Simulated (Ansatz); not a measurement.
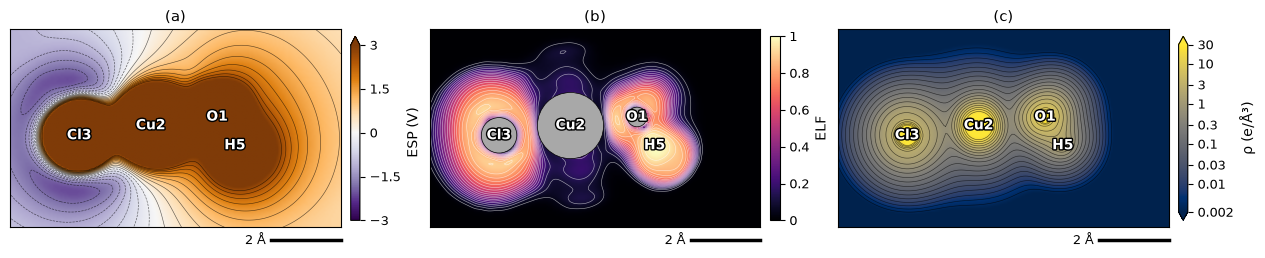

Figure 1: ClCuH$_{2}$O (SMILES [OH2+][Cu-][Cl]). (a) molecular electrostatic potential; (b) electron localisation function; (c) total electron density on the plane of atoms Cu2, O1 and H5. Grey discs cover the atomic cores in the ELF map.

All numbers below come from RKS r2SCAN-D4/def2-SVP in Ansatz.

```xyz
5

O    -0.6394    0.7228   -0.3456
Cu    0.7043   -0.4057    0.4541
Cl    2.1346   -1.6425    1.2991
H    -1.5521    0.4726   -0.1370
H    -0.5973    0.7791   -1.3122
```

**Interpret the plot.**

- The plane passes through O, Cu, Cl and H nuclei.
- Cu–O (1.93 Å): ρ is about 0.54 e/Å³ halfway; the ELF peaks at about 0.90 in the valence shell of O, 0.6 Å from its nucleus, and is about 0.10 at the midpoint.
- Cu–Cl (2.07 Å): ρ at the midpoint is about 0.7 e/Å³; the ELF peaks at about 0.80 in the valence shell of Cl, 0.8 Å from its nucleus, and is about 0.40 at the midpoint.
- O–H (0.97 Å): ρ is about 3.7 e/Å³ halfway; the ELF climbs to about 1 towards the hydrogen, as it does in any bond to H: an ordinary covalent bond to hydrogen.
- Outside the dense part of the molecule the potential is most negative (−2.1 V) near Cl3.
